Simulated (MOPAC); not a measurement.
C₂H₉AlS: geometry relaxation (part 2 of 2)

The same run, continued: C₂H₉AlS; PM6-DH+, closed shell, dispersion DH+ (MOPAC 23.2.5). The atoms were displaced at random from an optimised geometry.

Geometry of the input (Å):
```
C  -0.5449  1.5979  -0.4593
Al -0.1956  -0.3124  -0.6159
C  1.6698  -0.9836  -0.4276
S  -1.0846  -1.1473  1.6256
H  -1.5934  1.8249  -0.3206
H  0.0174  2.0676  0.3636
H  -0.2448  2.1275  -1.3869
H  -1.2439  -1.2122  -1.4578
H  2.2215  -0.7649  -1.3641
H  2.2082  -0.4805  0.3888
H  1.7171  -2.0830  -0.3011
H  -0.5861  -0.1731  2.4369
H  -2.2686  -0.5348  1.5457
```

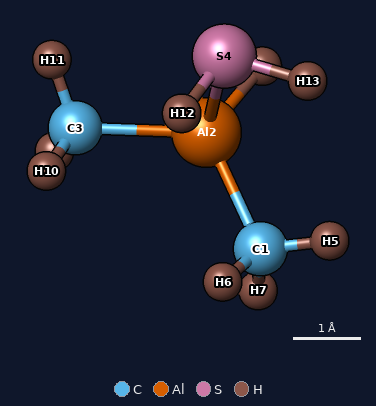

The geometry at step 44 of the log (ball-and-stick view, seen at a tilt; atoms are numbered from 1 in the order of the input).

**Log, continued**
```
     1       C         -0.57173146  *   1.57669822  *  -0.45004814  *
     2      Al         -0.21570729  *  -0.35638513  *  -0.63538312  *
     3       C          1.64739174  *  -0.94531608  *  -0.37579710  *
     4       S         -1.11402034  *  -1.10873966  *   1.54564383  *
     5       H         -1.63727730  *   1.76652545  *  -0.36136091  *
     6       H         -0.03881816  *   1.98538500  *   0.40354873  *
     7       H         -0.20466501  *   2.07104934  *  -1.35175134  *
     8       H         -1.15457754  *  -1.19356129  *  -1.57318086  *
     9       H          2.18915492  *  -0.77335091  *  -1.30760695  *
    10       H          2.12422729  *  -0.36934322  *   0.41252900  *
    11       H          1.68365546  *  -2.00668988  *  -0.14323425  *
    12       H         -0.21258120  *  -0.56426945  *   2.39315151  *
    13       H         -2.08131655  *  -0.19284274  *   1.77307934  *

                             CARTESIAN COORDINATES

   1    C       -0.571731465     1.576698222    -0.450048141
   2   Al       -0.215707293    -0.356385127    -0.635383124
   3    C        1.647391744    -0.945316076    -0.375797099
   4    S       -1.114020344    -1.108739658     1.545643834
   5    H       -1.637277302     1.766525449    -0.361360910
   6    H       -0.038818159     1.985385001     0.403548730
   7    H       -0.204665008     2.071049335    -1.351751343
   8    H       -1.154577543    -1.193561286    -1.573180859
   9    H        2.189154925    -0.773350915    -1.307606947
  10    H        2.124227293    -0.369343217     0.412528999
  11    H        1.683655463    -2.006689878    -0.143234248
  12    H       -0.212581201    -0.564269453     2.393151513
  13    H       -2.081316554    -0.192842740     1.773079342

           Empirical Formula: C2 H9 Al S  =    13 atoms

      MOLECULAR POINT GROUP   :   C1

                  EIGENVALUES
 -30.79602 -23.51619 -23.32884 -15.49035 -14.04211 -13.31724 -13.10134 -12.82712
 -12.77666 -12.25644 -10.47728 -10.09471  -9.95074  -0.36840   0.28948   1.16335
   1.19428   1.23375   1.84853   3.04965   3.24255   4.46340   5.66665   6.38404
   6.89391   6.96453   7.00443   7.14746   7.99018   8.04669 106.99112 107.22865
 107.43797 108.85565 108.87829

              NET ATOMIC CHARGES AND DIPOLE CONTRIBUTIONS

  ATOM NO.   TYPE          CHARGE      No. of ELECS.   s-Pop       p-Pop       d-Pop
    1          C          -0.747421        4.7474     1.10670     3.64072
    2         Al           0.477596        2.5224     0.95891     1.50990     0.05359
    3          C          -0.739999        4.7400     1.10600     3.63400
    4          S          -0.141655        6.1417     1.88311     4.10600     0.15254
    5          H           0.146669        0.8533     0.85333
    6          H           0.148120        0.8519     0.85188
    7          H           0.161602        0.8384     0.83840
    8          H          -0.125422        1.1254     1.12542
    9          H           0.160405        0.8396     0.83959
   10          H           0.148841        0.8512     0.85116
   11          H           0.151429        0.8486     0.84857
   12          H           0.180449        0.8196     0.81955
   13          H           0.179386        0.8206     0.82061
 DIPOLE           X         Y         Z       TOTAL
 POINT-CHG.    -1.732    -0.355     3.158     3.619
 HYBRID         0.508     0.470     0.201     0.721
 SUM           -1.224     0.116     3.359     3.577

          ATOMIC ORBITAL ELECTRON POPULATIONS

     Atom    s        px        py        pz      x^2-y^2     xz        z^2       yz        xy
    1  C   1.10670   1.15908   1.31069   1.17096
    2 Al   0.95891   0.57578   0.57675   0.35737   0.01469   0.00942   0.00900   0.00840   0.01208
    3  C   1.10600   1.29357   1.17006   1.17037
    4  S   1.88311   1.14164   1.45491   1.50945   0.00293   0.04206   0.01745   0.02591   0.06420
    5  H   0.85333
    6  H   0.85188
    7  H   0.83840
    8  H   1.12542
    9  H   0.83959
   10  H   0.85116
   11  H   0.84857
   12  H   0.81955
   13  H   0.82061

 *                    *
 * JOB ENDED NORMALLY *
 *                    *

 TOTAL JOB TIME:             0.28 SECONDS

 == MOPAC DONE ==
```

**Trajectory as extended XYZ (Å, eV, eV/Å), 17 of the 89 frames kept, from step=0 to step=88**
```
13
Properties=species:S:1:pos:R:3:forces:R:3 step=0 energy=0.19036
C    -0.5449    1.5979   -0.4593    0.2271   1.0877   0.0281
Al   -0.1956   -0.3124   -0.6159    0.0761  -1.4430  -0.3015
C     1.6698   -0.9836   -0.4276    0.1367  -0.0148  -0.2719
S    -1.0846   -1.1473    1.6256    0.5097   0.4213  -0.0562
H    -1.5934    1.8249   -0.3206   -0.2157  -0.1581   0.0408
H     0.0174    2.0676    0.3636   -0.0598  -0.2963  -0.2235
H    -0.2448    2.1275   -1.3869    0.0165  -0.3831   0.2582
H    -1.2439   -1.2122   -1.4578    0.6885   0.5999   0.4871
H     2.2215   -0.7649   -1.3641   -0.3235   0.0094   0.3317
H     2.2082   -0.4805    0.3888   -0.3453  -0.1844  -0.2305
H     1.7171   -2.0830   -0.3011   -0.2480   0.5952   0.0589
H    -0.5861   -0.1731    2.4369    0.0483  -0.2797  -0.0989
H    -2.2686   -0.5348    1.5457   -0.5106   0.0458  -0.0222
13
Properties=species:S:1:pos:R:3:forces:R:3 step=6 energy=0.07517
C    -0.5481    1.5944   -0.4361    0.0807  -0.0406  -0.1233
Al   -0.1892   -0.3431   -0.5971   -0.0519  -0.0016  -0.0250
C     1.6703   -0.9788   -0.4435   -0.0885   0.1072   0.2641
S    -1.0745   -1.1008    1.5880    0.0034  -0.0112   0.0097
H    -1.6084    1.7818   -0.3033   -0.0221  -0.0202   0.0286
H     0.0222    2.0298    0.3770    0.0222  -0.0001   0.0206
H    -0.2355    2.0687   -1.3729    0.0051  -0.0389   0.0829
H    -1.2153   -1.1815   -1.4439    0.0588   0.0073  -0.0317
H     2.1954   -0.7480   -1.3626    0.0633   0.0491  -0.1646
H     2.1780   -0.4792    0.3829   -0.0477  -0.0119  -0.0711
H     1.6899   -2.0527   -0.2849   -0.0213  -0.0629  -0.0091
H    -0.5703   -0.2002    2.4580    0.0378   0.0249  -0.0028
H    -2.3091   -0.5550    1.5436   -0.0399  -0.0011   0.0216
13
Properties=species:S:1:pos:R:3:forces:R:3 step=11 energy=0.06918
C    -0.5411    1.5866   -0.4342    0.0113  -0.0160  -0.0135
Al   -0.1960   -0.3499   -0.6054   -0.0012   0.0128  -0.0062
C     1.6647   -0.9726   -0.4360    0.0120   0.1280   0.0381
S    -1.0749   -1.0960    1.5898   -0.0098   0.0058   0.0086
H    -1.6013    1.7678   -0.2916   -0.0330   0.0341  -0.0008
H     0.0301    2.0165    0.3820    0.0271  -0.0141   0.0190
H    -0.2257    2.0668   -1.3633   -0.0018  -0.0127   0.0126
H    -1.1956   -1.1784   -1.4893    0.0146  -0.0130  -0.0030
H     2.1884   -0.7363   -1.3648   -0.0138  -0.0085   0.0162
H     2.1726   -0.4654    0.3843   -0.0600  -0.0330  -0.0561
H     1.6835   -2.0462   -0.2828    0.0273  -0.0779   0.0173
H    -0.5561   -0.1870    2.4451    0.0227   0.0000  -0.0317
H    -2.3159   -0.5607    1.5746    0.0046  -0.0056  -0.0004
13
Properties=species:S:1:pos:R:3:forces:R:3 step=16 energy=0.06680
C    -0.5405    1.5825   -0.4273    0.0256  -0.0238  -0.0070
Al   -0.2036   -0.3551   -0.6114   -0.0413   0.0058  -0.0228
C     1.6589   -0.9672   -0.4302    0.0164  -0.0131   0.0001
S    -1.0732   -1.0942    1.5875    0.0099   0.0048  -0.0020
H    -1.5983    1.7830   -0.2855    0.0133  -0.0079   0.0080
H     0.0424    1.9938    0.3925   -0.0182   0.0035  -0.0103
H    -0.2178    2.0633   -1.3537   -0.0018   0.0014   0.0151
H    -1.1796   -1.1888   -1.5158   -0.0092   0.0086   0.0098
H     2.1816   -0.7363   -1.3609   -0.0017  -0.0015   0.0173
H     2.1585   -0.4535    0.3864   -0.0066   0.0102   0.0025
H     1.6898   -2.0432   -0.2693   -0.0017   0.0149   0.0025
H    -0.5332   -0.1643    2.4068    0.0084  -0.0068  -0.0002
H    -2.3163   -0.5645    1.5935    0.0071   0.0041  -0.0130
13
Properties=species:S:1:pos:R:3:forces:R:3 step=22 energy=0.06610
C    -0.5380    1.5789   -0.4237   -0.0080  -0.0063  -0.0046
Al   -0.2086   -0.3584   -0.6177   -0.0068  -0.0009  -0.0040
C     1.6549   -0.9652   -0.4256    0.0093  -0.0013   0.0003
S    -1.0685   -1.0931    1.5843   -0.0020  -0.0014  -0.0008
H    -1.5951    1.7798   -0.2784    0.0005   0.0018   0.0039
H     0.0450    1.9853    0.3981   -0.0043  -0.0001  -0.0070
H    -0.2166    2.0656   -1.3467    0.0055   0.0017   0.0021
H    -1.1892   -1.1896   -1.5186   -0.0020   0.0064  -0.0010
H     2.1819   -0.7387   -1.3543    0.0031  -0.0052   0.0044
H     2.1464   -0.4403    0.3892    0.0005   0.0026   0.0016
H     1.6899   -2.0388   -0.2543   -0.0017   0.0045  -0.0006
H    -0.5221   -0.1606    2.3962    0.0063  -0.0048   0.0039
H    -2.3085   -0.5565    1.5856   -0.0005   0.0030   0.0017
13
Properties=species:S:1:pos:R:3:forces:R:3 step=28 energy=0.06589
C    -0.5389    1.5786   -0.4253    0.0005   0.0041  -0.0002
Al   -0.2106   -0.3585   -0.6213    0.0163  -0.0004   0.0019
C     1.6536   -0.9640   -0.4223    0.0012   0.0059   0.0049
S    -1.0678   -1.0946    1.5827   -0.0058  -0.0060  -0.0039
H    -1.5951    1.7815   -0.2782   -0.0017  -0.0020  -0.0022
H     0.0451    1.9827    0.3965    0.0004   0.0058   0.0034
H    -0.2157    2.0662   -1.3471   -0.0012   0.0019  -0.0024
H    -1.1931   -1.1835   -1.5254    0.0044  -0.0061   0.0020
H     2.1863   -0.7457   -1.3494   -0.0140   0.0013  -0.0034
H     2.1424   -0.4319    0.3898   -0.0036  -0.0008   0.0012
H     1.6891   -2.0358   -0.2425   -0.0061  -0.0038   0.0022
H    -0.5092   -0.1738    2.3998    0.0056  -0.0040  -0.0037
H    -2.3036   -0.5482    1.5949    0.0040   0.0041   0.0001
13
Properties=species:S:1:pos:R:3:forces:R:3 step=33 energy=0.06524
C    -0.5399    1.5852   -0.4348   -0.0118  -0.0003   0.0015
Al   -0.2124   -0.3526   -0.6239   -0.0115   0.0005   0.0006
C     1.6490   -0.9611   -0.4104   -0.0071   0.0031   0.0041
S    -1.0712   -1.1069    1.5749    0.0031  -0.0045  -0.0065
H    -1.5967    1.7873   -0.2905   -0.0114  -0.0022  -0.0007
H     0.0396    1.9949    0.3873    0.0090  -0.0062  -0.0008
H    -0.2173    2.0701   -1.3583    0.0064  -0.0024   0.0013
H    -1.1922   -1.1799   -1.5291    0.0076  -0.0003  -0.0028
H     2.1823   -0.7690   -1.3430   -0.0096   0.0038   0.0015
H     2.1359   -0.4088    0.3889    0.0181  -0.0037   0.0022
H     1.6803   -2.0283   -0.2037   -0.0020   0.0005   0.0015
H    -0.4546   -0.2352    2.4039   -0.0032   0.0001   0.0040
H    -2.2835   -0.5128    1.6321    0.0123   0.0115  -0.0060
13
Properties=species:S:1:pos:R:3:forces:R:3 step=38 energy=0.06459
C    -0.5451    1.5912   -0.4448   -0.0030  -0.0055   0.0026
Al   -0.2176   -0.3470   -0.6253   -0.0011  -0.0040  -0.0030
C     1.6416   -0.9559   -0.3923    0.0095  -0.0076  -0.0060
S    -1.0735   -1.1204    1.5630   -0.0046   0.0069   0.0041
H    -1.6025    1.7947   -0.3056    0.0008   0.0004   0.0054
H     0.0350    2.0014    0.3771   -0.0083   0.0018   0.0000
H    -0.2178    2.0712   -1.3694    0.0005   0.0007   0.0043
H    -1.1853   -1.1753   -1.5423    0.0036  -0.0003  -0.0019
H     2.1705   -0.7960   -1.3333    0.0081  -0.0004  -0.0017
H     2.1377   -0.3826    0.3865   -0.0062  -0.0011  -0.0044
H     1.6669   -2.0164   -0.1528    0.0060   0.0008  -0.0008
H    -0.3856   -0.3201    2.4080   -0.0008  -0.0020  -0.0010
H    -2.2417   -0.4504    1.6661   -0.0044   0.0102   0.0024
13
Properties=species:S:1:pos:R:3:forces:R:3 step=44 energy=0.06391
C    -0.5521    1.5869   -0.4409    0.0050   0.0027  -0.0022
Al   -0.2156   -0.3495   -0.6291    0.0034   0.0032   0.0012
C     1.6447   -0.9542   -0.3906   -0.0008   0.0090   0.0034
S    -1.0847   -1.1182    1.5571   -0.0132   0.0167   0.0076
H    -1.6110    1.7857   -0.3045    0.0072  -0.0028  -0.0041
H     0.0224    2.0011    0.3831   -0.0075  -0.0200   0.0042
H    -0.2211    2.0711   -1.3621   -0.0111   0.0025  -0.0027
H    -1.1730   -1.1794   -1.5549   -0.0052   0.0030   0.0011
H     2.1743   -0.8129   -1.3343   -0.0068   0.0001   0.0019
H     2.1377   -0.3628    0.3762    0.0160  -0.0043   0.0041
H     1.6715   -2.0092   -0.1294    0.0057  -0.0021  -0.0027
H    -0.3449   -0.3727    2.4087   -0.0026  -0.0059  -0.0108
H    -2.2129   -0.3852    1.6853    0.0100  -0.0020  -0.0009
13
Properties=species:S:1:pos:R:3:forces:R:3 step=50 energy=0.06328
C    -0.5617    1.5789   -0.4352    0.0008   0.0022   0.0017
Al   -0.2109   -0.3542   -0.6323   -0.0022   0.0022   0.0010
C     1.6514   -0.9513   -0.3893   -0.0035   0.0040   0.0003
S    -1.1016   -1.1107    1.5504   -0.0014   0.0072   0.0030
H    -1.6229    1.7691   -0.3060    0.0007  -0.0019  -0.0004
H     0.0034    1.9865    0.3982   -0.0024   0.0023   0.0007
H    -0.2297    2.0750   -1.3494    0.0033  -0.0056  -0.0020
H    -1.1603   -1.1854   -1.5650   -0.0013   0.0004   0.0005
H     2.1742   -0.8250   -1.3390    0.0028   0.0001   0.0011
H     2.1504   -0.3481    0.3646   -0.0026  -0.0012   0.0003
H     1.6816   -2.0020   -0.1118    0.0030  -0.0021  -0.0020
H    -0.2997   -0.4338    2.4029   -0.0035  -0.0038  -0.0059
H    -2.1726   -0.3004    1.7032    0.0066  -0.0038   0.0017
13
Properties=species:S:1:pos:R:3:forces:R:3 step=55 energy=0.06322
C    -0.5625    1.5794   -0.4367    0.0002  -0.0001  -0.0018
Al   -0.2116   -0.3537   -0.6322    0.0025  -0.0024   0.0008
C     1.6507   -0.9502   -0.3868    0.0010  -0.0031   0.0006
S    -1.1033   -1.1121    1.5486    0.0013   0.0048   0.0049
H    -1.6240    1.7690   -0.3096   -0.0009   0.0019  -0.0027
H     0.0003    1.9893    0.3970    0.0007  -0.0014   0.0004
H    -0.2282    2.0722   -1.3518    0.0001   0.0040   0.0005
H    -1.1606   -1.1834   -1.5669    0.0018  -0.0017   0.0004
H     2.1746   -0.8268   -1.3362   -0.0006   0.0042  -0.0001
H     2.1498   -0.3456    0.3660   -0.0065   0.0002  -0.0012
H     1.6817   -2.0004   -0.1073   -0.0011  -0.0013  -0.0007
H    -0.2879   -0.4496    2.3994    0.0007  -0.0038   0.0005
H    -2.1625   -0.2892    1.7135    0.0009  -0.0013  -0.0016
13
Properties=species:S:1:pos:R:3:forces:R:3 step=60 energy=0.06308
C    -0.5669    1.5790   -0.4421    0.0006   0.0006  -0.0001
Al   -0.2131   -0.3540   -0.6332    0.0022   0.0026  -0.0034
C     1.6494   -0.9472   -0.3801    0.0000  -0.0014  -0.0027
S    -1.1104   -1.1129    1.5452    0.0034  -0.0113  -0.0130
H    -1.6302    1.7680   -0.3288    0.0000   0.0012   0.0004
H    -0.0145    1.9897    0.3980   -0.0010  -0.0016   0.0005
H    -0.2221    2.0720   -1.3533    0.0011   0.0010   0.0011
H    -1.1554   -1.1834   -1.5743   -0.0038  -0.0088  -0.0001
H     2.1757   -0.8226   -1.3281    0.0023   0.0043  -0.0008
H     2.1431   -0.3394    0.3733    0.0013  -0.0042   0.0029
H     1.6833   -1.9974   -0.1010   -0.0046   0.0041   0.0020
H    -0.2475   -0.5151    2.3962    0.0042   0.0062   0.0081
H    -2.1216   -0.2390    1.7425   -0.0058   0.0074   0.0050
13
Properties=species:S:1:pos:R:3:forces:R:3 step=66 energy=0.06297
C    -0.5701    1.5784   -0.4474   -0.0014  -0.0010  -0.0004
Al   -0.2148   -0.3546   -0.6356    0.0005  -0.0011   0.0006
C     1.6480   -0.9442   -0.3758    0.0017   0.0006   0.0001
S    -1.1153   -1.1119    1.5428    0.0015   0.0007   0.0061
H    -1.6347    1.7679   -0.3475    0.0009  -0.0002  -0.0002
H    -0.0282    1.9873    0.4005   -0.0014  -0.0007  -0.0005
H    -0.2129    2.0726   -1.3531    0.0002  -0.0001   0.0001
H    -1.1529   -1.1914   -1.5744   -0.0014   0.0020   0.0000
H     2.1807   -0.8076   -1.3186    0.0010   0.0020  -0.0001
H     2.1348   -0.3430    0.3873    0.0014  -0.0028   0.0014
H     1.6828   -1.9971   -0.1071   -0.0019   0.0008  -0.0003
H    -0.2200   -0.5660    2.3960    0.0010  -0.0005  -0.0051
H    -2.0871   -0.2008    1.7699   -0.0022   0.0003  -0.0018
13
Properties=species:S:1:pos:R:3:forces:R:3 step=72 energy=0.06292
C    -0.5711    1.5774   -0.4492   -0.0018  -0.0015  -0.0008
Al   -0.2154   -0.3556   -0.6355    0.0015  -0.0015   0.0006
C     1.6478   -0.9440   -0.3754    0.0022   0.0001   0.0014
S    -1.1163   -1.1104    1.5438    0.0004  -0.0129  -0.0079
H    -1.6363    1.7670   -0.3564   -0.0011   0.0008   0.0006
H    -0.0349    1.9864    0.4022   -0.0002  -0.0006   0.0001
H    -0.2079    2.0716   -1.3525    0.0007   0.0008  -0.0004
H    -1.1529   -1.1928   -1.5746   -0.0020   0.0005   0.0003
H     2.1841   -0.7925   -1.3139    0.0018   0.0028   0.0005
H     2.1295   -0.3526    0.3985    0.0034  -0.0005   0.0000
H     1.6847   -2.0003   -0.1215   -0.0046  -0.0016  -0.0001
H    -0.2130   -0.5758    2.3948    0.0099   0.0057   0.0044
H    -2.0779   -0.1903    1.7754   -0.0101   0.0079   0.0013
13
Properties=species:S:1:pos:R:3:forces:R:3 step=77 energy=0.06306
C    -0.5721    1.5763   -0.4503    0.0126   0.0066  -0.0041
Al   -0.2156   -0.3570   -0.6349    0.0041   0.0139  -0.0011
C     1.6483   -0.9434   -0.3752    0.0098  -0.0064  -0.0090
S    -1.1168   -1.1093    1.5450   -0.0648   0.0102  -0.0289
H    -1.6372    1.7664   -0.3624   -0.0078   0.0000   0.0015
H    -0.0393    1.9853    0.4034   -0.0021  -0.0015  -0.0022
H    -0.2044    2.0709   -1.3521   -0.0031  -0.0074   0.0081
H    -1.1546   -1.1924   -1.5741    0.0022  -0.0052  -0.0001
H     2.1875   -0.7793   -1.3114   -0.0134  -0.0049   0.0315
H     2.1281   -0.3613    0.4079   -0.0118  -0.0096  -0.0188
H     1.6839   -2.0034   -0.1338    0.0063   0.0133  -0.0052
H    -0.2074   -0.5796    2.3903    0.0270   0.0236   0.0338
H    -2.0760   -0.1831    1.7775    0.0410  -0.0324  -0.0053
13
Properties=species:S:1:pos:R:3:forces:R:3 step=82 energy=0.06288
C    -0.5716    1.5771   -0.4501    0.0000   0.0000   0.0001
Al   -0.2158   -0.3560   -0.6356    0.0004  -0.0001   0.0000
C     1.6474   -0.9442   -0.3750    0.0001  -0.0005   0.0002
S    -1.1156   -1.1099    1.5444    0.0008   0.0018   0.0012
H    -1.6369    1.7671   -0.3600   -0.0005  -0.0001   0.0001
H    -0.0374    1.9857    0.4028   -0.0003   0.0002   0.0001
H    -0.2055    2.0713   -1.3523   -0.0006   0.0001   0.0002
H    -1.1540   -1.1934   -1.5739    0.0003   0.0003  -0.0001
H     2.1868   -0.7826   -1.3101    0.0003   0.0002   0.0003
H     2.1267   -0.3602    0.4060    0.0001  -0.0006   0.0002
H     1.6837   -2.0030   -0.1314   -0.0005  -0.0005  -0.0005
H    -0.2098   -0.5740    2.3929   -0.0010   0.0002  -0.0012
H    -2.0770   -0.1888    1.7764    0.0009  -0.0010  -0.0004
13
Properties=species:S:1:pos:R:3:forces:R:3 step=88 energy=0.06286
C    -0.5717    1.5767   -0.4500    0.0000   0.0000   0.0000
Al   -0.2157   -0.3564   -0.6354    0.0002   0.0001  -0.0001
C     1.6474   -0.9453   -0.3758   -0.0004  -0.0001   0.0000
S    -1.1140   -1.1087    1.5456    0.0005  -0.0001  -0.0003
H    -1.6373    1.7665   -0.3614   -0.0002   0.0000   0.0003
H    -0.0388    1.9854    0.4035    0.0001   0.0001   0.0000
H    -0.2047    2.0710   -1.3518   -0.0003   0.0001  -0.0001
H    -1.1546   -1.1936   -1.5732    0.0002   0.0000   0.0000
H     2.1892   -0.7734   -1.3076    0.0004   0.0000  -0.0004
H     2.1242   -0.3693    0.4125    0.0002   0.0002   0.0004
H     1.6837   -2.0067   -0.1432   -0.0003  -0.0007   0.0001
H    -0.2126   -0.5643    2.3932   -0.0002   0.0004   0.0001
H    -2.0813   -0.1928    1.7731   -0.0002  -0.0001   0.0000
```

**Summary**

```tsv
quantity	value
outcome	converged
total energy	−21.785320 hartree
dispersion energy	−0.001499 hartree
heat of formation	1.45 kcal/mol
basis functions	35
largest force	0.001 eV/Å
HOMO	−9.95 eV
LUMO	−0.37 eV
dipole moment	3.58 D
hardware	1 thread of Intel Xeon (Granite Rapids), 64 GiB of memory available, shared host
peak memory	0.073 GiB
```

**Remarks**

MOPAC's energies along a path are heats of formation.
